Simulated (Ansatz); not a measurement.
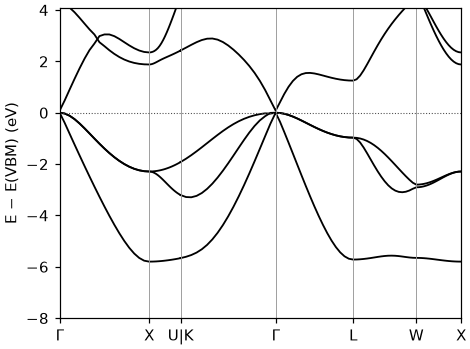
Band structure from r²SCAN (plane waves, PAW; program Ansatz)

**Question.** Read off the gap and where the band edges lie.

**Answer.** About 0.1 eV (0.08 eV by a search for the band edges); maximum at Γ, minimum at Γ.

The material is InAs (zinc blende, space group No. 216).

Space group F-43m (zinc blende). The r²SCAN relaxation kept the symmetry of its start. Scalar-relativistic: spin–orbit coupling is off unless named, which matters more the heavier the elements.

Potentials: the earlier of the program's two PAW sets.
